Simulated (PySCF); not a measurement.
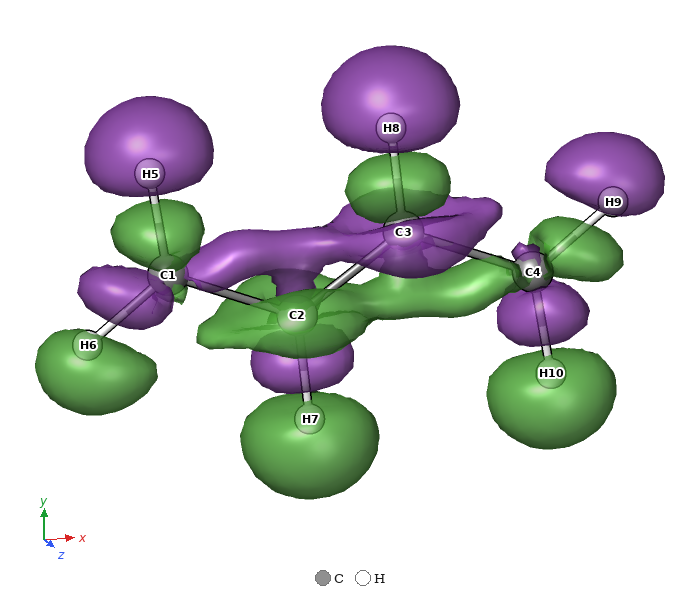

Figure. C₄H₆, triplet, SMILES `[CH2]C=C[CH2]`. Change of the electron density in a uniform field of 0.41 V/Å, surfaces at ±0.004 e/Å³ (purple: gain, green: loss).

Method: PBE0/6-311G**; geometry: GFN2-xTB; program: PySCF. No frequency check shows the geometry to be a minimum. A basis without diffuse functions makes polarisabilities too small. The stability of the open-shell solution wasn't checked. GFN2-xTB doesn't know the spin state, so this open-shell geometry is rough.

Coordinates in Å:

```
C1      -1.8952    0.0975    0.0000
C2      -0.5520   -0.3986    0.0000
C3       0.5520    0.3986    0.0000
C4       1.8952   -0.0975    0.0000
H5      -2.0840    1.1542    0.0000
H6      -2.7296   -0.5757    0.0000
H7      -0.4227   -1.4724    0.0000
H8       0.4227    1.4724    0.0000
H9       2.7296    0.5757    0.0000
H10      2.0840   -1.1542    0.0000
```

Q: Along which Cartesian direction does the field point?

A: Along −y: electrons gather on the +y side, against the field.

Q: What dipole is induced, and what polarisability does it imply?

A: The induced dipole is 0.83 D (along the field); α along this axis, from the fields in both directions, is 41 bohr³ (6.0 Å³).

Q: Which atoms gain and lose the most charge?

A: Electrons gather most on H8 (Hirshfeld charge changes by −0.017 e) and leave H7 most (+0.016 e); 0.089 electrons are displaced in all.
